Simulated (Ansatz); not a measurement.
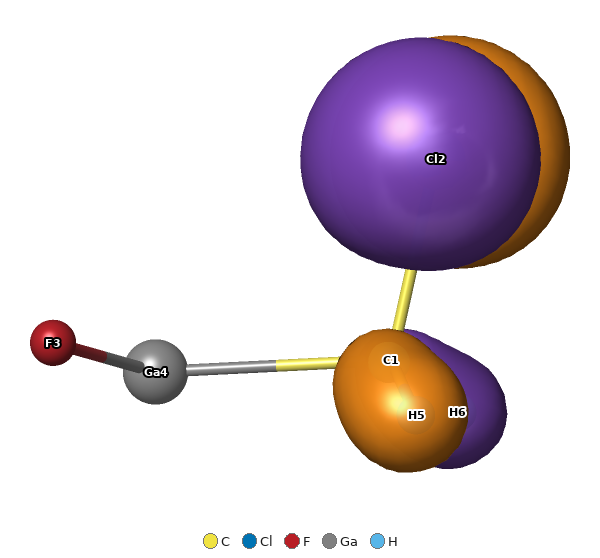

Figure. CH₂ClFGa (SMILES [F][Ga][CH2]Cl) (doublet). The HOMO−1 (β) at ±0.15 Å⁻³ᐟ² (orange and purple are the two phases), seen at a tilt.

Geometry: B3LYP-D3(BJ)/def2-SVP.

Theory: isolated molecule in a Gaussian basis; Kohn-Sham density functional theory, functional PBE0 (Ansatz).

```xyz
6

C     1.1154   -1.2127    0.2864
Cl    0.1253   -2.4861   -0.4977
F    -0.3305   -1.2401    3.1181
Ga    1.1773   -1.7131    2.3044
H     0.6052   -0.2437    0.1953
H     2.1127   -1.1921   -0.1681
```

> Where does this orbital lie, and at what energy?

It lies mainly on Cl2 (about 80 %) and C1 (about 10 %); largely a lone pair of Cl2. Its energy is −8.95 eV.
